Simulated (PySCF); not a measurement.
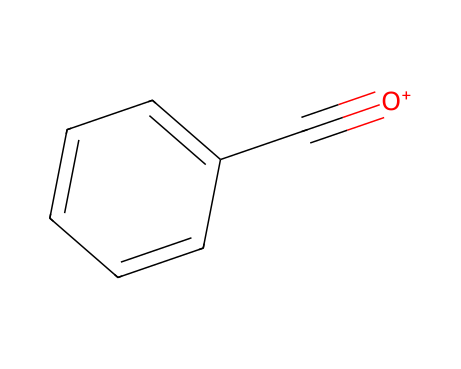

Skeletal drawing of a molecule. The species has charge +1 and is a spin singlet.

Question: Write the SMILES.

Answer: [O+]#Cc1ccccc1

Question: Give the formula, hydrogens included.

Answer: C7H5O, charge +1.

Question: An optimisation with PBE0-D3(BJ)/def2-SVP gave a structure of which point group?

Answer: C2v.

More results for the same structure follow; atom numbers are the same in all pictures, views and colours differ. Computed geometry: PBE0-D3(BJ)/def2-SVP optimisation. No frequency run is at hand to confirm it as a minimum.

**Geometry**

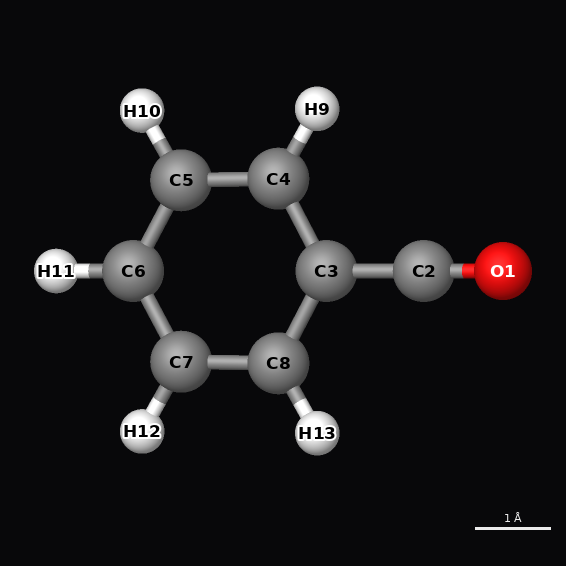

Atoms carry their numbers in the input. No frequency run is at hand to confirm it as a minimum.

Give the bond lengths.

```tsv
bond	length (Å)	order
O1–C2	1.127	triple
C2–C3	1.383	delocalised
C3–C4	1.420	aromatic
C3–C8	1.420	aromatic
C4–C5	1.382	aromatic
C4–H9	1.092	single
C5–C6	1.401	aromatic
C5–H10	1.092	single
C6–C7	1.401	aromatic
C6–H11	1.093	single
C7–C8	1.382	aromatic
C7–H12	1.092	single
C8–H13	1.092	single
```

**Levels of theory compared**

No frequency run is at hand to confirm it as a minimum. Program: PySCF 2.14.0.

Tabulate HOMO–LUMO gap (eV), HOMO energy (eV) at these levels: CAM-B3LYP/def2-SVPD; CAM-B3LYP/def2-SVPD in dichloromethane (IEF-PCM); CAM-B3LYP/def2-SVPD in water (IEF-PCM); PBE0/pcSseg-1 in dichloromethane (IEF-PCM); PBE0/pcSseg-1 in water (IEF-PCM).

```tsv
level	HOMO–LUMO gap (eV)	HOMO energy (eV)
CAM-B3LYP/def2-SVPD	7.25	−14.18
CAM-B3LYP/def2-SVPD in dichloromethane (IEF-PCM)	7.28	−10.28
CAM-B3LYP/def2-SVPD in water (IEF-PCM)	7.29	−9.85
PBE0/pcSseg-1 in dichloromethane (IEF-PCM)	5.08	−9.14
PBE0/pcSseg-1 in water (IEF-PCM)	5.10	−8.71
```

**Polarisability**

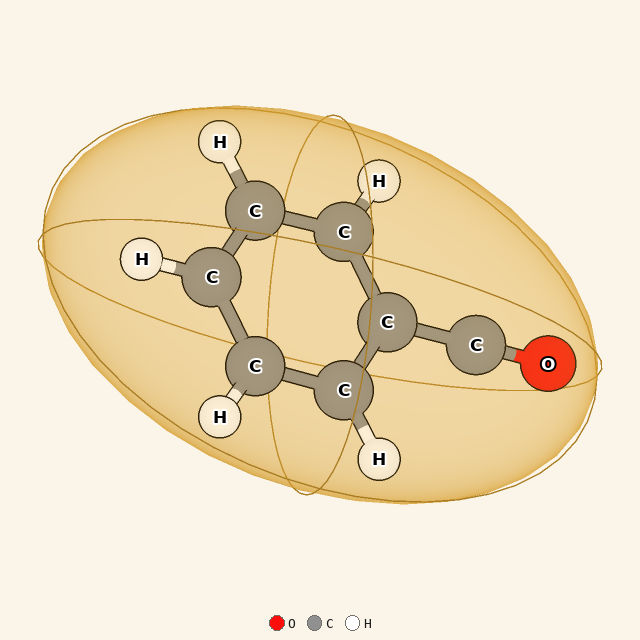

The ellipsoid shows the static dipole polarisability: its half-axes are proportional to the principal values. No frequency run is at hand to confirm it as a minimum. Computed with CAM-B3LYP/def2-SVPD (PySCF 2.14.0).

Question: Give the principal values, the mean and the anisotropy.

Answer: Principal values 41.3, 77.0, 115.3 bohr³; mean 77.9 bohr³ (11.54 Å³); anisotropy 64.1 bohr³, so the longest axis is 2.79 times the shortest.

**NMR shielding**

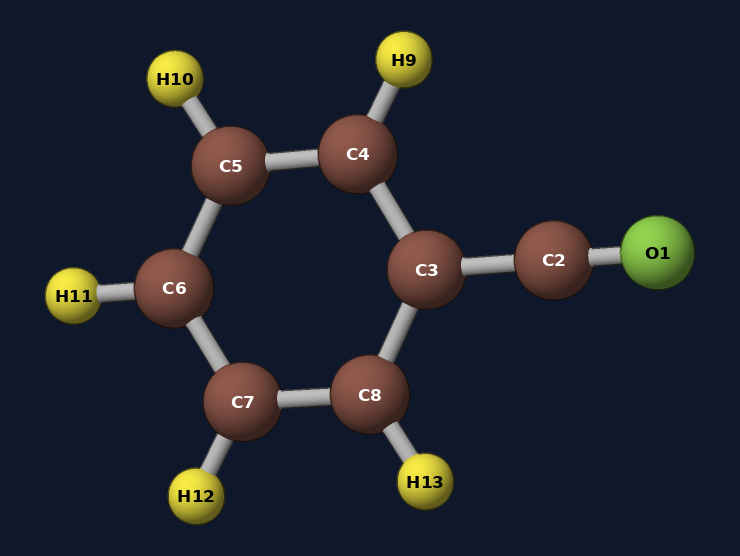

No frequency run is at hand to confirm it as a minimum. Properties computed with GIAO PBE0/pcSseg-1 NMR shielding, non-relativistic, IEF-PCM dichloromethane (PySCF 2.14.0). Principal shieldings σ11 ≤ σ22 ≤ σ33, span Ω = σ33 − σ11, skew κ = 3(σiso − σ22)/Ω.

Give the shielding tensors of the O atoms.

```tsv
atom	σ11	σ22	σ33	σiso	Ω	κ
O1	−220.4	−70.7	167.7	−41.1	388.0	0.23
```

Shieldings and span in ppm.
